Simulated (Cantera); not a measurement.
A closed system holds: 1 mol SiCl4, 12 mol N2, 1.7 mol H2, held at 2.70 mbar.

Method: chemical equilibrium by Gibbs-energy minimisation in Cantera with the NASA 1993 tables (ideal gas, pure condensed phases). Candidate condensed phases: NH4Cl, Si, Si3N4; 28 gas species. N2 is the only nitrogen source here; it is nearly inert below about 1500 K, so the nitride shown seldom forms there in practice. The tables' values for SiCl3, SiCl are old estimates; treat these amounts as uncertain. The numbers say what is thermodynamically allowed, not how fast it happens.

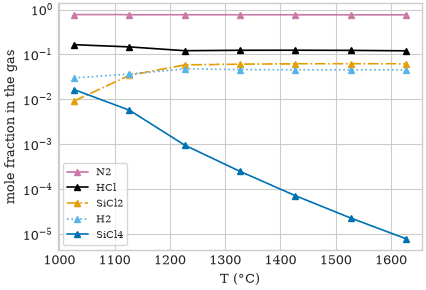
Figure. Equilibrium gas composition (values under 1e-9 drawn at 1e-9)

Problem. Read off the mole fractions at 1127 °C.

Solution. N2 about 0.77, HCl about 0.15, H2 about 0.037, SiCl2 about 0.034, SiCl4 about 0.0058.
